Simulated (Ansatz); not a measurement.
# ClH₂NZn + H₂: a complex and its separated parts, part 2 of 2

Ansatz 0.2.0, Gaussian basis. Earlier steps stand in the parts before.

## (13) CAM-B3LYP-D4/def2-TZVPP

The inputs:

parta/in.yaml

```yaml
crystal:
  periodic: [false, false, false]
  atoms:
    - {symbol: Zn, position_ang: [-0.470573, -0.285795, -0.852921]}
    - {symbol: N, position_ang: [1.026475, -0.880514, -0.021028]}
    - {symbol: Cl, position_ang: [-2.285306, 0.346986, -1.682038]}
    - {symbol: H, position_ang: [1.705337, -0.171247, 0.220563]}
    - {symbol: H, position_ang: [1.517173, -1.631869, -0.486930]}
basis:
  gaussian: {orbitals: def2-TZVPP}
hamiltonian: {xc: {name: CAM-B3LYP}, dispersion: d4}
```

partb/in.yaml

```yaml
crystal:
  periodic: [false, false, false]
  atoms:
    - {symbol: H, position_ang: [-0.497162, 1.085963, 1.573443]}
    - {symbol: H, position_ang: [-0.995743, 1.536376, 1.248911]}
basis:
  gaussian: {orbitals: def2-TZVPP}
hamiltonian: {xc: {name: CAM-B3LYP}, dispersion: d4}
```

Each run has its own folder and the same command.

The run is started by

```bash
$ ansatz run in.yaml --threads 4 --pin off --events-out ev --progress --plain --max-ram 9574MiB
```

parta printed (excerpt; [...] marks lines left out):

```text
Functional definition: CAM-B3LYP
  name "CAM-B3LYP"
  cite "Yanai, Tew & Handy, Chem. Phys. Lett. 393, 51 (2004) doi:10.1016/j.cplett.2004.06.011"
  cite "Iikura, Tsuneda, Yanai & Hirao, J. Chem. Phys. 115, 3540 (2001) doi:10.1063/1.1383587"
  cite "Becke, Phys. Rev. A 38, 3098 (1988) doi:10.1103/PhysRevA.38.3098"
  cite "Lee, Yang & Parr, Phys. Rev. B 37, 785 (1988) doi:10.1103/PhysRevB.37.785"
[...]
1132 factors; their error is unknown
193 factors; integrals over basis functions are off by at most 4.7e-5 eV
[...]
mean field -62470.80553731 eV, -2295.7597592635 hartree, gradient 3.2e-5 eV, S^2 0.000000; 0 other end points of the search recorded, 0 dependent functions left out
reference -62470.80564922 eV, -2295.7597633760 hartree; 28, 28 occupied and 137, 137 virtual orbitals, 1132 factors
Total energy: -62470.86980086 eV, -2295.7621209054 hartree
```

Output in partb (excerpt; [...] marks lines left out):

```text
[... 6 set-up lines as earlier in the session ...]
[...]
  # Exact exchange under (alpha + beta erf(omega r))/r, Becke's under what is left of 1/r.
[...]
118 factors; their error is unknown
42 factors; integrals over basis functions are off by at most 6.3e-5 eV
[...]
mean field -31.88030389 eV, -1.1715795587 hartree, gradient 6.4e-5 eV, S^2 0.000000; 0 other end points of the search recorded, 0 dependent functions left out
reference -31.88037383 eV, -1.1715821289 hartree; 1, 1 occupied and 27, 27 virtual orbitals, 118 factors
Total energy: -31.88188723 eV, -1.1716377455 hartree
```

They took 1.1 s (parta), 0.1 s (partb) on 4 threads of Intel Xeon Platinum 8488C, shared host.

## (14) wB97X-V/def2-TZVPP

The same edit goes into each in.yaml of step 13 (parta, partb):

```diff
-hamiltonian: {xc: {name: CAM-B3LYP}, dispersion: d4}
+hamiltonian: {xc: {name: wB97X-V}}
```

One command serves all of them, each in its own folder.

The run is started by

```bash
$ ansatz run in.yaml --threads 4 --pin off --events-out ev --progress --plain --max-ram 9574MiB
```

Log of parta (excerpt; [...] marks lines left out):

```text
Functional definition: wB97X-V
  name "wB97X-V"
  cite "Mardirossian & Head-Gordon, Phys. Chem. Chem. Phys. 16, 9904 (2014) doi:10.1039/C3CP54374A"
[... 2 set-up lines as earlier in the session ...]
[...]
      + integral(e_c_pw_opposite_spin*poly(b97_u_opposite, cos0, cos1)) + vv10(b, c)
1119 factors; their error is unknown
178 factors; integrals over basis functions are off by at most 3.3e-5 eV
[...]
mean field -62461.02709242 eV, -2295.4004080418 hartree, gradient 1.7e-5 eV, S^2 0.000000; 0 other end points of the search recorded, 0 dependent functions left out
reference -62461.02709048 eV, -2295.4004079705 hartree; 28, 28 occupied and 137, 137 virtual orbitals, 1119 factors
Total energy: -62461.02709048 eV, -2295.4004079705 hartree
```

Output in partb (excerpt; [...] marks lines left out):

```text
[... 5 set-up lines as earlier in the session ...]
[...]
      + integral(e_c_pw_opposite_spin*poly(b97_u_opposite, cos0, cos1)) + vv10(b, c)
118 factors; their error is unknown
42 factors; integrals over basis functions are off by at most 3.0e-5 eV
[...]
mean field -31.90859978 eV, -1.1726194135 hartree, gradient 8.8e-5 eV, S^2 0.000000; 0 other end points of the search recorded, 0 dependent functions left out
reference -31.90859878 eV, -1.1726193767 hartree; 1, 1 occupied and 27, 27 virtual orbitals, 118 factors
Total energy: -31.90859878 eV, -1.1726193767 hartree
```

They took 2.4 s (parta), 0.15 s (partb) on 4 threads of Intel Xeon Platinum 8488C, shared host.

## (15) wB97M-V/def2-TZVPP

Each input of step 14 (parta, partb) changes in the same lines:

```diff
-hamiltonian: {xc: {name: wB97X-V}}
+hamiltonian: {xc: {name: wB97M-V}}
```

Each run has its own folder and the same command.

The run is started by

```bash
$ ansatz run in.yaml --threads 4 --pin off --events-out ev --progress --plain --max-ram 9574MiB
```

Log of parta (excerpt; [...] marks lines left out):

```text
Functional definition: wB97M-V
  name "wB97M-V"
  cite "Mardirossian & Head-Gordon, J. Chem. Phys. 144, 214110 (2016) doi:10.1063/1.4952647"
[... 2 set-up lines as earlier in the session ...]
  # Of w^i u^j: cxij and so on, Table III.
[...]
  gx(w, u) = 1 - cx + cx01*u + cx10*w
[...]
      + integral(e_c_pw_mod_opposite_spin*gos(b97_w_opposite, b97_u_opposite)) + vv10(b, c)
1119 factors; their error is unknown
178 factors; integrals over basis functions are off by at most 3.3e-5 eV
[...]
mean field -62464.12648504 eV, -2295.5143086195 hartree, gradient 1.6e-5 eV, S^2 0.000000; 0 other end points of the search recorded, 0 dependent functions left out
reference -62464.12653248 eV, -2295.5143103629 hartree; 28, 28 occupied and 137, 137 virtual orbitals, 1119 factors
Total energy: -62464.12653248 eV, -2295.5143103629 hartree
```

Log of partb (excerpt; [...] marks lines left out):

```text
[... 5 set-up lines as earlier in the session ...]
  # Of w^i u^j: cxij and so on, Table III.
[...]
  gx(w, u) = 1 - cx + cx01*u + cx10*w
[...]
      + integral(e_c_pw_mod_opposite_spin*gos(b97_w_opposite, b97_u_opposite)) + vv10(b, c)
118 factors; their error is unknown
42 factors; integrals over basis functions are off by at most 3.0e-5 eV
[...]
mean field -31.60111400 eV, -1.1613195194 hartree, gradient 7.3e-6 eV, S^2 0.000000; 0 other end points of the search recorded, 0 dependent functions left out
reference -31.60113825 eV, -1.1613204108 hartree; 1, 1 occupied and 27, 27 virtual orbitals, 118 factors
Total energy: -31.60113825 eV, -1.1613204108 hartree
```

Times: 2.6 s (parta), 0.15 s (partb) on 4 threads of Intel Xeon Platinum 8488C, shared host; peak memory 0.48 GiB.

## (16) B2PLYP/def2-TZVPP

Changes to parta/in.yaml since step 15:

```diff
@@ -10,2 +10,3 @@
   gaussian: {orbitals: def2-TZVPP}
-hamiltonian: {xc: {name: wB97M-V}}
+hamiltonian: {xc: {name: B2PLYP}}
+correlation: {frozen_orbitals: {Cl: 5, H: 0, "N": 1, Zn: 9}}
```

Changes to partb/in.yaml since step 15:

```diff
@@ -7,2 +7,2 @@
   gaussian: {orbitals: def2-TZVPP}
-hamiltonian: {xc: {name: wB97M-V}}
+hamiltonian: {xc: {name: B2PLYP}}
```

One command serves all of them, each in its own folder.

The run is started by

```bash
$ ansatz run in.yaml --threads 4 --pin off --events-out ev --progress --plain --max-ram 9574MiB
```

Output in parta (excerpt; [...] marks lines left out):

```text
Functional definition: B2PLYP
  name "B2PLYP"
  cite "Grimme, J. Chem. Phys. 124, 034108 (2006) doi:10.1063/1.2148954"
[... 2 set-up lines as earlier in the session ...]
[...]
1049 factors; integrals over basis functions are off by at most 1.0e-3 eV
[...]
mean field -62447.71729577 eV, -2294.9112820364 hartree, gradient 6.0e-6 eV, S^2 0.000000; 0 other end points of the search recorded, 0 dependent functions left out
15 core orbitals not correlated: weight in the atoms' cores, before any rotation towards them, 1.000 or more for the frozen orbitals, at most 0.000 for the correlated occupied ones
reference -62447.71744121 eV, -2294.9112873812 hartree; 13, 13 occupied and 137, 137 virtual orbitals, 1049 factors
second order -29.58146459 eV of doubles, -0.00000000 eV of singles
Total energy: -62455.70443665 eV, -2295.2048040498 hartree
```

Output in partb (excerpt; [...] marks lines left out):

```text
[... 5 set-up lines as earlier in the session ...]
[...]
145 factors; integrals over basis functions are off by at most 7.3e-4 eV
[...]
mean field -31.55849057 eV, -1.1597531374 hartree, gradient 1.1e-6 eV, S^2 0.000000; 0 other end points of the search recorded, 0 dependent functions left out
reference -31.55857999 eV, -1.1597564234 hartree; 1, 1 occupied and 27, 27 virtual orbitals, 145 factors
second order -1.02366567 eV of doubles, -0.00000000 eV of singles
Total energy: -31.83496972 eV, -1.1699135587 hartree
```

They took 1.8 s (parta), 0.1 s (partb) on 4 threads of Intel Xeon Platinum 8488C, shared host.

## (17) PBE-QIDH/def2-TZVPP

The same edit goes into each in.yaml of step 16 (parta, partb):

```diff
-hamiltonian: {xc: {name: B2PLYP}}
+hamiltonian: {xc: {name: PBE-QIDH}}
```

One command serves all of them, each in its own folder.

The run is started by

```bash
$ ansatz run in.yaml --threads 4 --pin off --events-out ev --progress --plain --max-ram 9574MiB
```

Output in parta (excerpt; [...] marks lines left out):

```text
Functional definition: PBE-QIDH
  name "PBE-QIDH"
  cite "Brémond, Sancho-García, Pérez-Jiménez & Adamo, J. Chem. Phys. 141, 031101 (2014) doi:10.1063/1.4890314"
[... 1 set-up line as earlier in the session ...]
[...]
1049 factors; integrals over basis functions are off by at most 1.0e-3 eV
[...]
mean field -62437.01920739 eV, -2294.5181345399 hartree, gradient 3.5e-6 eV, S^2 0.000000; 0 other end points of the search recorded, 0 dependent functions left out
15 core orbitals not correlated: weight in the atoms' cores, before any rotation towards them, 1.000 or more for the frozen orbitals, at most 0.000 for the correlated occupied ones
reference -62437.01921979 eV, -2294.5181349956 hartree; 13, 13 occupied and 137, 137 virtual orbitals, 1049 factors
second order -27.58074385 eV of doubles, -0.00000000 eV of singles
Total energy: -62446.21280107 eV, -2294.8559928761 hartree
```

Log of partb (excerpt; [...] marks lines left out):

```text
[... 4 set-up lines as earlier in the session ...]
[...]
145 factors; integrals over basis functions are off by at most 7.3e-4 eV
[...]
mean field -31.52725001 eV, -1.1586050680 hartree, gradient 1.4e-6 eV, S^2 0.000000; 0 other end points of the search recorded, 0 dependent functions left out
reference -31.52725643 eV, -1.1586053039 hartree; 1, 1 occupied and 27, 27 virtual orbitals, 145 factors
second order -0.95920668 eV of doubles, -0.00000000 eV of singles
Total energy: -31.84699199 eV, -1.1703553690 hartree
```

Wall times: 1.6 s (parta), 0.1 s (partb) on 4 threads of Intel Xeon Platinum 8488C, shared host.

## (18) RPA on PBE/def2-TZVPP

Changes to parta/in.yaml since step 17:

```diff
@@ -10,3 +10,3 @@
   gaussian: {orbitals: def2-TZVPP}
-hamiltonian: {xc: {name: PBE-QIDH}}
-correlation: {frozen_orbitals: {Cl: 5, H: 0, "N": 1, Zn: 9}}
+hamiltonian: {xc: pbe}
+correlation: {method: rpa, frozen_orbitals: {Cl: 5, H: 0, "N": 1, Zn: 9}}
```

Changes to partb/in.yaml since step 17:

```diff
@@ -7,2 +7,3 @@
   gaussian: {orbitals: def2-TZVPP}
-hamiltonian: {xc: {name: PBE-QIDH}}
+hamiltonian: {xc: pbe}
+correlation: {method: rpa}
```

One command serves all of them, each in its own folder.

The run is started by

```bash
$ ansatz run in.yaml --threads 4 --pin off --events-out ev --progress --plain --max-ram 9574MiB
```

Output in parta (excerpt; [...] marks lines left out):

```text
[... 4 set-up lines as earlier in the session ...]
[...]
1049 factors; integrals over basis functions are off by at most 1.0e-3 eV
[...]
mean field -62453.77211107 eV, -2295.1337923945 hartree, gradient 8.2e-7 eV, S^2 0.000000; 0 other end points of the search recorded, 0 dependent functions left out
15 core orbitals not correlated: weight in the atoms' cores, before any rotation towards them, 1.000 or more for the frozen orbitals, at most 0.000 for the correlated occupied ones
reference -62394.63006915 eV, -2292.9603624418 hartree; 13, 13 occupied and 137, 137 virtual orbitals, 1049 factors
Total energy: -62429.55383615 eV, -2294.2437872072 hartree
```

partb printed (excerpt; [...] marks lines left out):

```text
[... 4 set-up lines as earlier in the session ...]
[...]
145 factors; integrals over basis functions are off by at most 7.3e-4 eV
[...]
mean field -31.73221787 eV, -1.1661374977 hartree, gradient 1.4e-6 eV, S^2 0.000000; 0 other end points of the search recorded, 0 dependent functions left out
reference -30.80639849 eV, -1.1321142631 hartree; 1, 1 occupied and 27, 27 virtual orbitals, 145 factors
Total energy: -32.86230440 eV, -1.2076674119 hartree
```

Times: 1.5 s (parta), 0.1 s (partb) on 4 threads of Intel Xeon Platinum 8488C, shared host.

## (19) CCSD(T)/def2-TZVPP

Changes to parta/in.yaml since step 18:

```diff
@@ -10,3 +10,2 @@
   gaussian: {orbitals: def2-TZVPP}
-hamiltonian: {xc: pbe}
-correlation: {method: rpa, frozen_orbitals: {Cl: 5, H: 0, "N": 1, Zn: 9}}
+correlation: {method: ccsd_t, frozen_orbitals: {Cl: 5, H: 0, "N": 1, Zn: 9}}
```

Changes to partb/in.yaml since step 18:

```diff
@@ -7,3 +7,2 @@
   gaussian: {orbitals: def2-TZVPP}
-hamiltonian: {xc: pbe}
-correlation: {method: rpa}
+correlation: {method: ccsd_t}
```

One command serves all of them, each in its own folder.

The run is started by

```bash
$ ansatz run in.yaml --threads 4 --pin off --events-out ev --progress --plain --max-ram 9574MiB
```

Output in parta (excerpt; [...] marks lines left out):

```text
Functional definition: HF
  name "HF"
  cite "Fock, Z. Phys. 61, 126 (1930) doi:10.1007/BF01340294"
[... 1 set-up line as earlier in the session ...]
[...]
1049 factors; integrals over basis functions are off by at most 1.0e-3 eV
[...]
mean field -62396.27230669 eV, -2293.0207135585 hartree, gradient 3.1e-6 eV, S^2 0.000000; 0 other end points of the search recorded, 0 dependent functions left out
15 core orbitals not correlated: weight in the atoms' cores, before any rotation towards them, 1.000 or more for the frozen orbitals, at most 0.000 for the correlated occupied ones
reference -62396.27230669 eV, -2293.0207135585 hartree; 13, 13 occupied and 137, 137 virtual orbitals, 1049 factors
second order -24.83638243 eV of doubles, -0.00000000 eV of singles
cycle   1  -23.37780960 eV  change     1.5e0 eV  update   1.2e-1
[...]
cycle  10  -24.13085186 eV  change   -8.8e-6 eV  update   2.3e-5
perturbative correction -0.85140141 eV, -0.0312884246 hartree
Total energy: -62421.25455995 eV, -2293.9387944323 hartree
```

partb printed (excerpt; [...] marks lines left out):

```text
[... 4 set-up lines as earlier in the session ...]
[...]
145 factors; integrals over basis functions are off by at most 7.3e-4 eV
[...]
mean field -30.82770262 eV, -1.1328971757 hartree, gradient 4.2e-7 eV, S^2 0.000000; 0 other end points of the search recorded, 0 dependent functions left out
reference -30.82770262 eV, -1.1328971757 hartree; 1, 1 occupied and 27, 27 virtual orbitals, 145 factors
second order -0.86257542 eV of doubles, -0.00000000 eV of singles
cycle   1  -1.00723119 eV  change   -1.4e-1 eV  update   2.6e-2
[...]
cycle   7  -1.07308059 eV  change    5.3e-7 eV  update   4.2e-7
perturbative correction 0.00000000 eV, 0.0000000000 hartree
Total energy: -31.90078321 eV, -1.1723321599 hartree
```

Times: 11 s (parta), 0.1 s (partb) on 4 threads of Intel Xeon Platinum 8488C, shared host; peak memory 1.3 GiB.

## (20) Vibrations of ClH₂NZn

Input file vib-parta/in.yaml:

```yaml
crystal:
  periodic: [false, false, false]
  atoms:
    - {symbol: Zn, position_ang: [-0.470573, -0.285795, -0.852921]}
    - {symbol: N, position_ang: [1.026475, -0.880514, -0.021028]}
    - {symbol: Cl, position_ang: [-2.285306, 0.346986, -1.682038]}
    - {symbol: H, position_ang: [1.705337, -0.171247, 0.220563]}
    - {symbol: H, position_ang: [1.517173, -1.631869, -0.486930]}
basis:
  gaussian: {orbitals: def2-TZVP}
hamiltonian: {xc: pbe0, dispersion: d4}
phonons: {temperatures: {t_min: 298.15, t_max: 900, t_step: 200}}
```

The run is started by

```bash
$ ansatz run in.yaml --threads 4 --pin off --events-out ev --progress --plain --max-ram 9574MiB
```

Output (excerpt; [...] marks lines left out):

```text
[... 5 set-up lines as earlier in the session ...]
[...]
1052 factors; their error is unknown
[...]
mean field -62455.27444447 eV, -2295.1890021289 hartree, gradient 2.0e-5 eV, S^2 0.000000; 0 other end points of the search recorded, 0 dependent functions left out
[...]
Atom 2 at    -2.285306     0.346986    -1.682038 Å, force    -0.000335    -0.000149     0.001187 eV/Å
Atom 3 at     1.705337    -0.171247     0.220563 Å, force     0.000804    -0.000007     0.000597 eV/Å
Atom 4 at     1.517173    -1.631869    -0.486930 Å, force     0.001111     0.000529     0.002120 eV/Å
Dipole moment:     0.482705    -0.063744     0.004518 e Å
Vibrations: 131.84 138.47 402.79 463.44 690.07 780.72 1561.72 3557.11 3648.70 cm⁻¹, zero-point energy 0.705152 eV
```

It took 22 s on 4 threads of Intel Xeon Platinum 8488C, shared host.

Wavenumbers and character of the modes:

```csv
mode,wavenumber (cm⁻¹),character
1,132,bend
2,138,bend
3,403,Zn–Cl stretch
4,463,bend
5,690,Zn–N stretch
6,781,bend
7,1562,bend
8,3557,N–H stretch
9,3649,N–H stretch
```

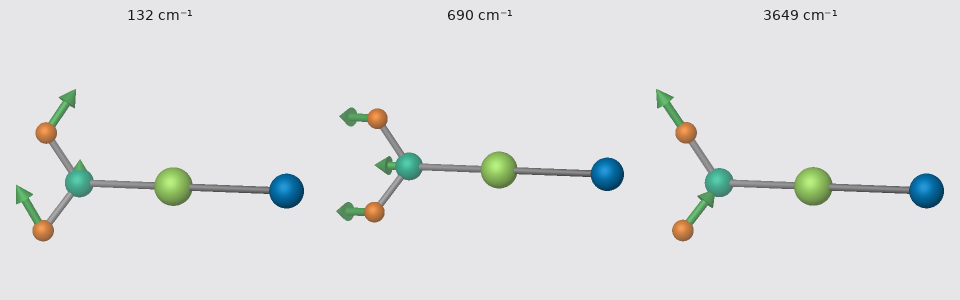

Displacements of 3 modes, as arrows.

Vibrational sums (real modes only):

```
T (K)  entropy (J/mol/K)  heat capacity (J/mol/K)
  298               33.5                     34.4
  498               53.8                     44.6
  698               69.8                     50.1
  898               83.0                     54.2
```

## (21) Vibrations of H₂

Input file vib-partb/in.yaml:

```yaml
crystal:
  periodic: [false, false, false]
  atoms:
    - {symbol: H, position_ang: [-0.497162, 1.085963, 1.573443]}
    - {symbol: H, position_ang: [-0.995743, 1.536376, 1.248911]}
basis:
  gaussian: {orbitals: def2-TZVP}
hamiltonian: {xc: pbe0, dispersion: d4}
phonons: {temperatures: {t_min: 298.15, t_max: 900, t_step: 200}}
```

The run is started by

```bash
$ ansatz run in.yaml --threads 4 --pin off --events-out ev --progress --plain --max-ram 9574MiB
```

Output (excerpt; [...] marks lines left out):

```text
[... 5 set-up lines as earlier in the session ...]
[...]
88 factors; their error is unknown
[...]
mean field -31.78865268 eV, -1.1682114389 hartree, gradient 1.8e-5 eV, S^2 0.000000; 0 other end points of the search recorded, 0 dependent functions left out
[...]
reference -31.78855029 eV, -1.1682076760 hartree; 1, 1 occupied and 11, 11 virtual orbitals, 88 factors
Total energy: -31.79027510 eV, -1.1682710618 hartree
Atom 0 at    -0.497162     1.085963     1.573443 Å, force    -0.001387     0.001253    -0.000903 eV/Å
Atom 1 at    -0.995743     1.536376     1.248911 Å, force     0.001387    -0.001253     0.000903 eV/Å
Dipole moment:     0.000000    -0.000000     0.000000 e Å
Vibrations: 4414.26 cm⁻¹, zero-point energy 0.273650 eV
```

Wall time 0.15 s (4 threads of Intel Xeon Platinum 8488C, shared host).

Wavenumbers and character of the modes:

| mode | wavenumber (cm⁻¹) | character |
| --- | --- | --- |
| 1 | 4414 | H–H stretch |

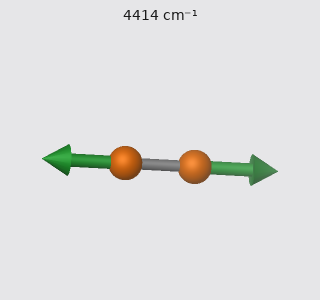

Displacements of 1 modes, as arrows.

Vibrational sums (real modes only):

```
T (K)  entropy (J/mol/K)  heat capacity (J/mol/K)
  298                0.0                      0.0
  498                0.0                      0.0
  698                0.0                      0.1
  898                0.1                      0.4
```

## (22) Complex less separated parts

The complex's own energies come from single points at the same levels.

Rows are in def2-TZVPP; times add the 3 runs of a level on a shared host, so small differences are noise.

Differences are taken before rounding.

| method | rung | complex less parts (eV) | from CCSD(T) (eV) | time |
| --- | --- | --- | --- | --- |
| SPW92 | LDA | -0.117 | -0.077 | 1.2 s |
| PBE-D4 | GGA | -0.058 | -0.019 | 1.7 s |
| BLYP-D4 | GGA | -0.032 | +0.007 | 1.7 s |
| r2SCAN-D4 | meta-GGA | -0.057 | -0.018 | 3.1 s |
| B97M-V | meta-GGA | -0.052 | -0.013 | 5.8 s |
| PBE0-D4 | hybrid | -0.058 | -0.019 | 2.4 s |
| B3LYP-D4 | hybrid | -0.043 | -0.004 | 2.3 s |
| r2SCAN0-D4 | hybrid | -0.062 | -0.022 | 3.7 s |
| BHLYP-D4 | hybrid | -0.054 | -0.014 | 2.3 s |
| CAM-B3LYP-D4 | range-separated hybrid | -0.050 | -0.011 | 2.8 s |
| wB97X-V | range-separated hybrid | -0.054 | -0.014 | 5.7 s |
| wB97M-V | range-separated hybrid | -0.053 | -0.014 | 5.9 s |
| B2PLYP | double hybrid | -0.017 | +0.022 | 4.1 s |
| PBE-QIDH | double hybrid | -0.039 | 0.000 | 4.1 s |
| RPA on PBE | RPA | -0.021 | +0.018 | 3.6 s |
| Hartree-Fock | wavefunction | 0.003 | +0.042 |  |
| MP2 | wavefunction | -0.034 | +0.006 |  |
| CCSD | wavefunction | -0.034 | +0.005 |  |
| CCSD(T) | wavefunction | -0.039 | 0 | 34 s |

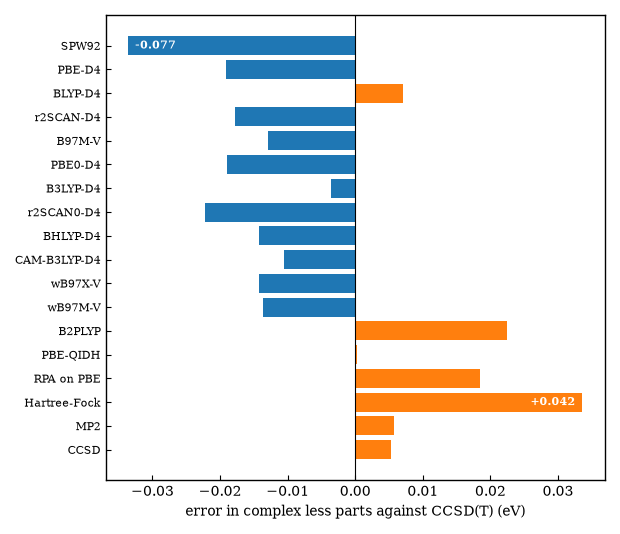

How far each level lands from CCSD(T). Bars with a number in them are cut short.

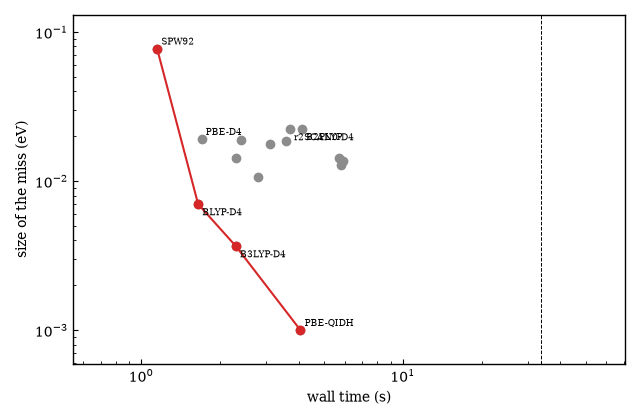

Miss against cost. Red marks the levels that no quicker level drawn beats (of those quicker than the yardstick), and the dashed line is the time of CCSD(T). Only those levels and the largest misses are named. Misses under 0.001 eV are drawn at that value. Times are from a shared host.

For cost: PBE-QIDH gets within 0.000 eV in 4.1 s, where CCSD(T) took 34 s; the quickest level in the cost chart, SPW92, takes 1.2 s and misses by 0.077 eV.

The complex's zero-point energy, from a separate PBE0-D4 run, is 1.036 eV.

## (23) Results

This closing draws on all 2 parts.

| quantity | value |
| --- | --- |
| complex less parts, CCSD(T)/def2-TZVPP | -0.039 eV |
| with zero-point energy | +0.018 eV |
| largest T1 diagnostic | 0.014 |

What this shows: At CCSD(T) the complex lies 0.039 eV below its parts. Among the functionals PBE-QIDH lands nearest to CCSD(T) (0.000 eV) and SPW92 farthest (-0.077 eV). Mean unsigned error by rung: LDA 0.077, GGA 0.013, meta-GGA 0.015, hybrid 0.015, range-separated hybrid 0.013, double hybrid 0.011 eV. The double hybrids carry no dispersion term here, unlike the levels marked D4 or V. PBE-D4 gives a relative energy 0.019 eV too low, an error of 49 % of the reference. No counterpoise was applied, and triple zeta lacks some correlation, so the CCSD(T) reference has a basis error of its own, and close matches with it are partly luck.
